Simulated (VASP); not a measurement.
Band structure of Si$_{2}$Ru (relaxed from the fluorite structure, space group Fm-3m). Method: r2SCAN meta-GGA, VASP's PBE PAW potentials (set 64) (plane waves; VASP 6.6.1).

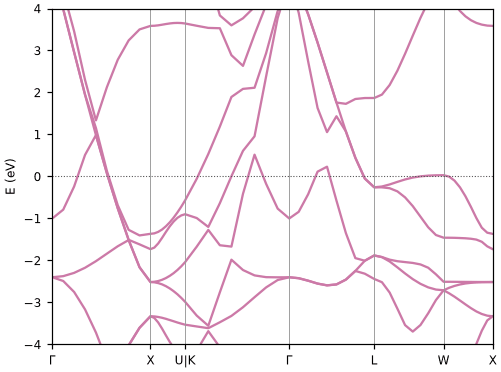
*Bands along high-symmetry lines, zero at the valence-band maximum or, without a gap, the Fermi level*

Task: Read the plot: is there a gap, and where are the band edges?

Result: It has no gap at this level: it comes out as a metal or semimetal.

The structure was generated: Si2Ru was put into the fluorite type (Fm-3m), which need not be its known phase. It was relaxed first, which changed the volume by -13 %.
